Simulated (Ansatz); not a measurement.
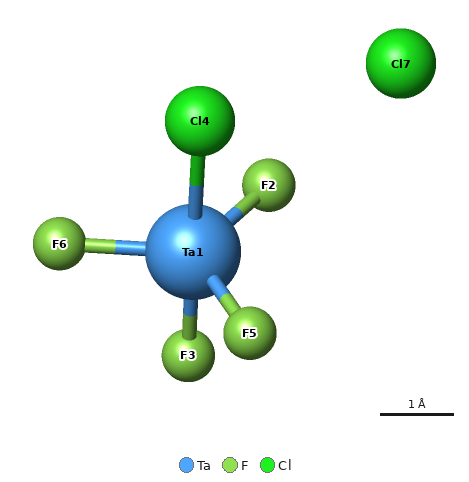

The input geometry (ball-and-stick view, seen at a tilt; atoms are numbered from 1 in the order of the input). Sticks mark near contacts.

**Nudged elastic band, with input and output: TaCl2F4**

TaCl2F4, multiplicity 2, computed with UHF/def2-SVP (Ansatz 0.2.0).

One setting was made poor on purpose. It belongs to a series of runs on one base structure; here: band between the two ends. Figures and captions count atoms from 1; the log counts them from 0 in places.

**Input**
```yaml
crystal:
  periodic: [false, false, false]
  atoms:
    - { symbol: Ta, position_ang: [-0.121368, 0.0, -0.029416] }
    - { symbol: F, position_ang: [1.727616, 0.0, 0.018022] }
    - { symbol: F, position_ang: [-0.119312, 0.0, 1.841918] }
    - { symbol: Cl, position_ang: [-0.096742, 0.0, -2.370829] }
    - { symbol: F, position_ang: [-1.051534, 1.593006, 0.002529] }
    - { symbol: F, position_ang: [-1.051534, -1.593006, 0.002529] }
    - { symbol: Cl, position_ang: [4.942872, 0.0, -0.004754] }
magnetization:
  spin_polarized: true
  initial_magnetization: 1
basis:
  gaussian: { orbitals: def2-SVP }
hamiltonian:
  xc: hf
neb:
  order_check: false
  images: 7
  f_tol: 0.2
  max_iterations: 45
  final_atoms:
    - { symbol: Ta, position_ang: [-0.57012434, 1.4e-07, -0.05244776] }
    - { symbol: F, position_ang: [2.7430979, 1.14e-06, 0.43057092] }
    - { symbol: F, position_ang: [-0.01313078, 1.5e-07, 1.73741306] }
    - { symbol: Cl, position_ang: [0.41823407, 1.4e-07, -2.16711346] }
    - { symbol: F, position_ang: [-1.2480716, 1.74870414, -0.05722501] }
    - { symbol: F, position_ang: [-1.2480706, -1.74870486, -0.05722499] }
    - { symbol: Cl, position_ang: [4.14806335, -8.6e-07, -0.37397377] }
  initial_path:
    images:
      - { positions_ang: [[-0.121368, 0.0, -0.029416], [1.727616, 0.0, 0.018022], [-0.119312, 0.0, 1.841918], [-0.096742, 0.0, -2.370829], [-1.051534, 1.593006, 0.002529], [-1.051534, -1.593006, 0.002529], [4.942872, 0.0, -0.004754]] }
      - { positions_ang: [[-0.09103013, 0.0, -0.02209389], [1.84070785, 0.0, 0.01359952], [-0.08958987, 0.0, 1.8639066], [-0.07243044, 0.0, -2.39565362], [-1.02990463, 1.6126045, 0.001814], [-1.02990463, -1.6126045, 0.001814], [4.70214984, 0.0, -0.0033876]] }
      - { positions_ang: [[-0.06069227, 0.0, -0.01477178], [1.95379971, 0.0, 0.00917704], [-0.05986773, 0.0, 1.8858952], [-0.04811888, 0.0, -2.42047825], [-1.00827526, 1.632203, 0.00109899], [-1.00827526, -1.632203, 0.00109899], [4.46142769, 0.0, -0.0020212]] }
      - { positions_ang: [[-0.0303544, 0.0, -0.00744966], [2.06689156, 0.0, 0.00475456], [-0.0301456, 0.0, 1.9078838], [-0.02380732, 0.0, -2.44530287], [-0.98664589, 1.6518015, 0.00038399], [-0.98664589, -1.6518015, 0.00038399], [4.22070553, 0.0, -0.0006548]] }
      - { positions_ang: [[-1.654e-05, 0.0, -0.00012755], [2.17998341, 0.0, 0.00033208], [-0.00042346, 0.0, 1.9298724], [0.00050424, 0.0, -2.4701275], [-0.96501652, 1.6714, -0.00033102], [-0.96501652, -1.6714, -0.00033102], [3.97998337, 0.0, 0.0007116]] }
      - { positions_ang: [[-0.14254349, 4.0e-08, -0.0132076], [2.32076204, 2.9e-07, 0.10789179], [-0.00360029, 4.0e-08, 1.88175757], [0.1049367, 3.0e-08, -2.39437399], [-1.03578029, 1.69072604, -0.01455451], [-1.03578004, -1.69072621, -0.01455451], [4.02200337, -2.2e-07, -0.09295974]] }
      - { positions_ang: [[-0.28507044, 7.0e-08, -0.02628766], [2.46154066, 5.7e-07, 0.2154515], [-0.00677712, 7.0e-08, 1.83364273], [0.20936916, 7.0e-08, -2.31862048], [-1.10654406, 1.71005207, -0.02877801], [-1.10654356, -1.71005243, -0.028778], [4.06402336, -4.3e-07, -0.18663109]] }
      - { positions_ang: [[-0.42759739, 1.1e-07, -0.03936771], [2.60231928, 8.6e-07, 0.32301121], [-0.00995395, 1.1e-07, 1.7855279], [0.31380162, 1.0e-07, -2.24286697], [-1.17730783, 1.72937811, -0.04300151], [-1.17730708, -1.72937864, -0.04300149], [4.10604336, -6.5e-07, -0.28030243]] }
      - { positions_ang: [[-0.57012434, 1.4e-07, -0.05244776], [2.7430979, 1.14e-06, 0.43057092], [-0.01313078, 1.5e-07, 1.73741306], [0.41823407, 1.4e-07, -2.16711346], [-1.2480716, 1.74870414, -0.05722501], [-1.2480706, -1.74870486, -0.05722499], [4.14806335, -8.6e-07, -0.37397377]] }
```

Machine: 4 threads of Arm Neoverse V2, 24 GiB of memory available, shared host.

Launch command:
```bash
ansatz run input.yaml --threads 4 --pin off --max-ram 5120MiB --backend cpu --events-out ev --progress --plain --runs-dir out
```

**The program's output**
```
Engine: ansatz 0.2.0, aarch64-unknown-linux-gnu
Functional definition: HF
  exchange = exact_x
  correlation = 0
1241 factors; integrals over basis functions are off by at most 2.7e-4 eV
mean field evaluation 1: about -37348.7746 eV, gradient 4.4e1 eV
mean field evaluation 2: about -37348.7809 eV, gradient 4.4e1 eV
mean field evaluation 4: about -37355.9040 eV, gradient 1.7e0 eV
mean field evaluation 8: about -37355.9235 eV, gradient 9.0e-2 eV
mean field evaluation 16: about -37355.9410 eV, gradient 7.6e-2 eV
mean field evaluation 32: about -37318.2613 eV, gradient 1.8e1 eV
mean field evaluation 64: about -37355.9329 eV, gradient 9.6e-2 eV
mean field evaluation 96: about -37354.7979 eV, gradient 1.3e1 eV
mean field evaluation 128: about -37355.8903 eV, gradient 1.7e0 eV
mean field evaluation 160: about -37355.8925 eV, gradient 1.8e0 eV
mean field evaluation 192: about -37355.9500 eV, gradient 4.8e-8 eV
mean field -37355.94998355 eV, -1372.8058411233 hartree, gradient 4.8e-8 eV, S^2 0.755412; 5 other end points of the search recorded, 0 dependent functions left out
the calculation of the forces begins
reference -37355.94998355 eV, -1372.8058411233 hartree; 42, 41 occupied and 82, 83 virtual orbitals, 1241 factors
1244 factors; integrals over basis functions are off by at most 1.0e-3 eV
mean field evaluation 224: about -37351.1206 eV, gradient 3.4e-1 eV
mean field evaluation 256: about -37346.2063 eV, gradient 4.1e1 eV
mean field evaluation 288: about -37343.8794 eV, gradient 3.0e1 eV
mean field evaluation 320: about -37346.7469 eV, gradient 1.6e0 eV
mean field -37352.52876233 eV, -1372.6801135624 hartree, gradient 2.6e-5 eV, S^2 0.753210; 0 other end points of the search recorded, 0 dependent functions left out
[... from here on the field's lines of each further geometry are left out, up to the last ...]
NEB iter   1: max|band force component| = 9.493e0 eV/Å  barrier→ = 4.1444 eV  barrier← = 0.7231 eV  Δτ_max = 0.2000 Å  (2492 SCF iters)
NEB iter   2: max|band force component| = 3.763e0 eV/Å  barrier→ = 3.6869 eV  barrier← = 0.2657 eV  Δτ_max = 0.1969 Å  (499 SCF iters)
NEB iter   3: max|band force component| = 1.870e0 eV/Å  barrier→ = 3.6021 eV  barrier← = 0.1809 eV  Δτ_max = 0.1903 Å  (504 SCF iters)
NEB iter   4: max|band force component| = 3.935e-1 eV/Å  barrier→ = 3.5070 eV  barrier← = 0.0858 eV  CI = image 5  Δτ_max = 0.1858 Å  (464 SCF iters)
NEB iter   5: max|band force component| = 6.736e0 eV/Å  barrier→ = 3.7413 eV  barrier← = 0.3201 eV  CI = image 4  Δτ_max = 0.2000 Å  (527 SCF iters)
NEB iter   6: max|band force component| = 2.250e0 eV/Å  barrier→ = 3.5576 eV  barrier← = 0.1364 eV  CI = image 5  Δτ_max = 0.1510 Å  (484 SCF iters)
NEB iter   7: max|band force component| = 2.549e0 eV/Å  barrier→ = 3.7679 eV  barrier← = 0.3467 eV  CI = image 5  Δτ_max = 0.0760 Å  (538 SCF iters)
NEB iter   8: max|band force component| = 2.372e0 eV/Å  barrier→ = 3.7856 eV  barrier← = 0.3644 eV  CI = image 5  Δτ_max = 0.1500 Å  (524 SCF iters)
NEB iter   9: max|band force component| = 2.034e0 eV/Å  barrier→ = 3.8273 eV  barrier← = 0.4060 eV  CI = image 5  Δτ_max = 0.2000 Å  (539 SCF iters)
NEB iter  10: max|band force component| = 1.316e0 eV/Å  barrier→ = 3.8721 eV  barrier← = 0.4508 eV  CI = image 5  Δτ_max = 0.2000 Å  (547 SCF iters)
NEB iter  11: max|band force component| = 5.634e-1 eV/Å  barrier→ = 3.9028 eV  barrier← = 0.4816 eV  CI = image 5  Δτ_max = 0.1681 Å  (506 SCF iters)
NEB iter  12: max|band force component| = 4.777e-1 eV/Å  barrier→ = 3.8772 eV  barrier← = 0.4560 eV  CI = image 5  Δτ_max = 0.0861 Å  (663 SCF iters)
the calculation of the forces begins
reference -37352.52328172 eV, -1372.6799121535 hartree; 42, 41 occupied and 82, 83 virtual orbitals, 1243 factors
1245 factors; integrals over basis functions are off by at most 4.9e-4 eV
mean field evaluation 3392: about -37348.8440 eV, gradient 1.3e1 eV
mean field evaluation 3424: about -37346.6473 eV, gradient 1.3e1 eV
mean field evaluation 3456: about -37350.7880 eV, gradient 4.0e0 eV
mean field evaluation 3488: about -37348.6705 eV, gradient 1.4e1 eV
mean field evaluation 3520: about -37350.3537 eV, gradient 3.4e-1 eV
mean field evaluation 3552: about -37349.2089 eV, gradient 3.4e0 eV
mean field evaluation 3584: about -37345.4756 eV, gradient 3.2e1 eV
mean field -37352.07899577 eV, -1372.6635849462 hartree, gradient 2.4e-5 eV, S^2 0.963968; 1 other end points of the search recorded, 0 dependent functions left out
the calculation of the forces begins
reference -37352.07899577 eV, -1372.6635849462 hartree; 42, 41 occupied and 82, 83 virtual orbitals, 1245 factors
NEB iter  13: max|band force component| = 1.201e-1 eV/Å  barrier→ = 3.8710 eV  barrier← = 0.4498 eV  CI = image 5  Δτ_max = 0.0000 Å  (2115 SCF iters)
```

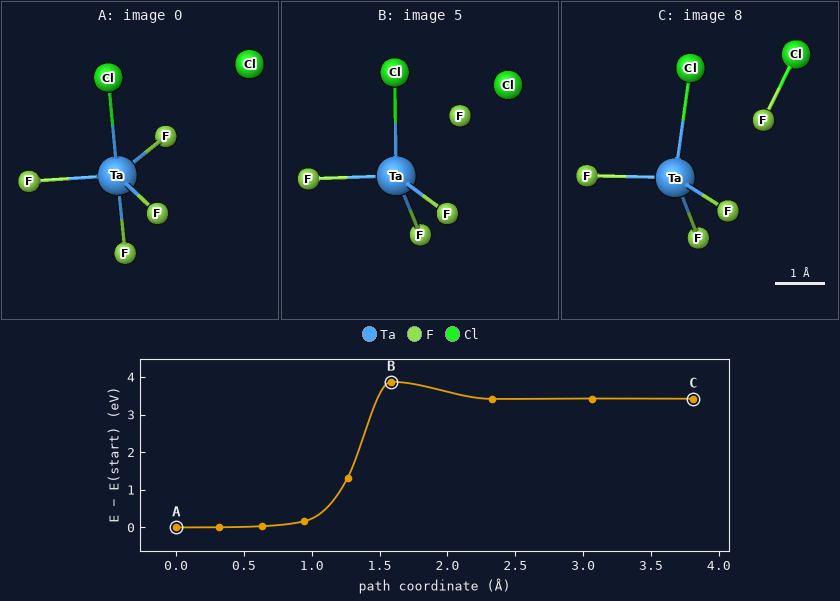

Images of the last band (counted from 0; ball-and-stick, seen at a tilt) above the energy along the path; the line is a cubic interpolation that uses the forces. The highest image is number 5, 3.871 eV above the start and 0.450 eV above the end (the climbing image); the end lies 3.421 eV above the start. The path is 3.81 Å long. The band converged in 13 iterations.

```
Total energy: -37352.07899577 eV, -1372.6635849462 hartree
Atom 0 at    -0.292611     0.000003    -0.053271 Å, force     0.020377    -0.000028     0.005372 eV/Å
Atom 1 at     2.179766    -0.000000    -0.100861 Å, force     0.059618     0.000006     0.060345 eV/Å
Atom 2 at     0.298264    -0.000001     1.729738 Å, force    -0.016216    -0.000004    -0.023070 eV/Å
Atom 3 at     0.094572    -0.000007    -2.358334 Å, force     0.011002     0.000020    -0.028822 eV/Å
Atom 4 at    -1.013412     1.722696     0.033378 Å, force     0.022006     0.008285     0.014604 eV/Å
Atom 5 at    -1.013410    -1.722692     0.033368 Å, force     0.022001    -0.008278     0.014635 eV/Å
Atom 6 at     3.976831     0.000001     0.175982 Å, force    -0.118788    -0.000002    -0.043063 eV/Å
Dipole moment:     0.440725     0.000006     0.042481 e Å
this run last wrote the band of iteration 13 to [file]
```

**The last band as extended XYZ (Å, eV, eV/Å)**
```
7
Properties=species:S:1:pos:R:3:forces:R:3 image=0 energy=-37355.94998
Ta   -0.1214    0.0000   -0.0294   -0.0052   0.0000   0.0016
F     1.7276    0.0000    0.0180    0.0016   0.0000  -0.0024
F    -0.1193    0.0000    1.8419   -0.0043   0.0000   0.0021
Cl   -0.0967    0.0000   -2.3708    0.0016   0.0000  -0.0060
F    -1.0515    1.5930    0.0025    0.0014   0.0020   0.0026
F    -1.0515   -1.5930    0.0025    0.0014  -0.0020   0.0026
Cl    4.9429    0.0000   -0.0048    0.0034   0.0000  -0.0004
7
Properties=species:S:1:pos:R:3:forces:R:3 image=1 energy=-37355.94645
Ta   -0.1039    0.0000   -0.0573    0.0395  -0.0001   0.0242
F     1.7436    0.0000   -0.1276    0.0192   0.0000   0.0465
F     0.0179    0.0000    1.8107    0.0039   0.0000  -0.0248
Cl   -0.1889    0.0000   -2.3978   -0.0594   0.0001   0.0065
F    -1.0250    1.5961    0.0345   -0.0172  -0.0154  -0.0278
F    -1.0250   -1.5961    0.0345   -0.0173   0.0154  -0.0277
Cl    4.8112    0.0000    0.1630    0.0312   0.0000   0.0031
7
Properties=species:S:1:pos:R:3:forces:R:3 image=2 energy=-37355.91800
Ta   -0.0679    0.0000   -0.0623   -0.0023   0.0000  -0.0474
F     1.7759    0.0000   -0.1985    0.0151   0.0000   0.0345
F     0.1577    0.0000    1.7945   -0.0499   0.0000   0.0205
Cl   -0.1787    0.0000   -2.4012   -0.1096   0.0000  -0.0068
F    -1.0046    1.5842    0.0580   -0.0095  -0.0184  -0.0125
F    -1.0046   -1.5842    0.0580   -0.0095   0.0184  -0.0125
Cl    4.5522    0.0000    0.2115    0.1657   0.0000   0.0243
7
Properties=species:S:1:pos:R:3:forces:R:3 image=3 energy=-37355.78445
Ta   -0.0511    0.0000   -0.0567    0.2191   0.0000  -0.0399
F     1.8036    0.0000   -0.1555   -0.5252   0.0000  -0.1046
F     0.2346    0.0000    1.7883   -0.2461   0.0000   0.1426
Cl   -0.0412    0.0000   -2.3905   -0.1843   0.0000  -0.1063
F    -1.0008    1.5821    0.0473    0.0505  -0.1923   0.0119
F    -1.0008   -1.5821    0.0473    0.0505   0.1923   0.0119
Cl    4.2857    0.0000    0.1798    0.6355   0.0000   0.0843
7
Properties=species:S:1:pos:R:3:forces:R:3 image=4 energy=-37354.63089
Ta   -0.1326    0.0000   -0.0543    3.8870   0.0000  -0.1848
F     1.9360    0.0000   -0.1256   -6.0251   0.0000  -0.3243
F     0.2967    0.0000    1.7435   -0.4372   0.0000   0.3701
Cl    0.0632    0.0000   -2.3537   -0.2686   0.0000  -0.0953
F    -1.0017    1.6609    0.0454    0.2804  -1.4150  -0.0347
F    -1.0017   -1.6609    0.0454    0.2804   1.4150  -0.0346
Cl    4.0701    0.0000    0.1593    2.2830   0.0000   0.3035
7
Properties=species:S:1:pos:R:3:forces:R:3 image=5 energy=-37352.07900
Ta   -0.2926    0.0000   -0.0533    0.0204   0.0000   0.0054
F     2.1798    0.0000   -0.1009    0.0596   0.0000   0.0603
F     0.2983    0.0000    1.7297   -0.0162   0.0000  -0.0231
Cl    0.0946    0.0000   -2.3583    0.0110   0.0000  -0.0288
F    -1.0134    1.7227    0.0334    0.0220   0.0083   0.0146
F    -1.0134   -1.7227    0.0334    0.0220  -0.0083   0.0146
Cl    3.9768    0.0000    0.1760   -0.1188   0.0000  -0.0431
7
Properties=species:S:1:pos:R:3:forces:R:3 image=6 energy=-37352.53365
Ta   -0.5160    0.0000   -0.0719   -0.0469   0.0000   0.0020
F     2.6633    0.0000   -0.3337    0.0555   0.0000   0.0032
F     0.3981    0.0000    1.5694    0.0161   0.0000  -0.0071
Cl   -0.0200    0.0000   -2.3486   -0.0112   0.0000  -0.0209
F    -1.1747    1.7506    0.0735    0.0013   0.0101   0.0066
F    -1.1747   -1.7506    0.0735    0.0013  -0.0101   0.0066
Cl    4.0540    0.0000    0.4976   -0.0160   0.0000   0.0097
7
Properties=species:S:1:pos:R:3:forces:R:3 image=7 energy=-37352.52328
Ta   -0.6044    0.0000   -0.0691   -0.0056   0.0000   0.0032
F     2.7486    0.0000    0.0605   -0.0074   0.0000  -0.0037
F     0.1558    0.0000    1.6460    0.0003   0.0000   0.0035
Cl    0.1178    0.0000   -2.2862    0.0023   0.0000  -0.0062
F    -1.2768    1.7495    0.0101    0.0015  -0.0002   0.0005
F    -1.2768   -1.7495    0.0101    0.0015   0.0002   0.0005
Cl    4.3659    0.0000    0.0887    0.0076   0.0000   0.0022
7
Properties=species:S:1:pos:R:3:forces:R:3 image=8 energy=-37352.52876
Ta   -0.5701    0.0000   -0.0524   -0.0064   0.0000  -0.0079
F     2.7431    0.0000    0.4306    0.0029   0.0000  -0.0008
F    -0.0131    0.0000    1.7374    0.0041   0.0000   0.0193
Cl    0.4182    0.0000   -2.1671    0.0017   0.0000  -0.0063
F    -1.2481    1.7487   -0.0572    0.0003   0.0125  -0.0023
F    -1.2481   -1.7487   -0.0572    0.0003  -0.0125  -0.0023
Cl    4.1481    0.0000   -0.3740   -0.0029   0.0000   0.0002
```

**Summary**

```json
{"quantity": "outcome", "value": "converged"}
{"quantity": "barrier, forward", "value": "3.871 eV"}
{"quantity": "barrier, backward", "value": "0.450 eV"}
{"quantity": "wall time", "value": "6.7 min (CPU time 25 min)"}
{"quantity": "peak memory", "value": "0.54 GiB"}
```

**Notes**

A deliberately poor setting: loose force. ⟨S²⟩ is 0.96 against 0.75 for a pure state: the solution is spin-contaminated. The order of the saddle point was not checked.
